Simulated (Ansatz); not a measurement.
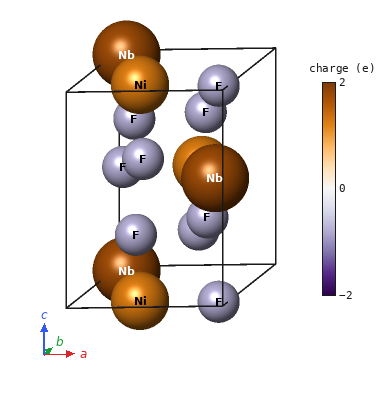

This spheres-only model is shown slightly off an axis. Atoms at the boundary of the simulation cell (the box) are drawn once for each face, edge or corner they touch. The atoms of this NbNiF4 cell are coloured by their Bader charge.

Calculation details: DFT, PAW plane waves, r2SCAN in Ansatz 0.2.0; a 500 eV plane-wave basis, the zone sampled with 7×7×5 points, Fermi-Dirac smearing of 0.1 eV, no spin polarisation (a spin-restricted run, not always the ground state).

Summarise the charge transfer.

Answer. Most positive: Nb; most negative: F. Charges: about Nb +1.8 e; Ni +1.3 e; F -0.8 to -0.7 e.

Shown is a generated cell, made by putting these elements into a known structure type (the compound may or may not exist in this form), as it stood before any relaxation. A calculation with Ansatz used it as input.

At this level of theory the cell isn't at rest (forces up to 2.8 eV/Å), so its distances can differ from those at equilibrium, the more so the softer the solid.
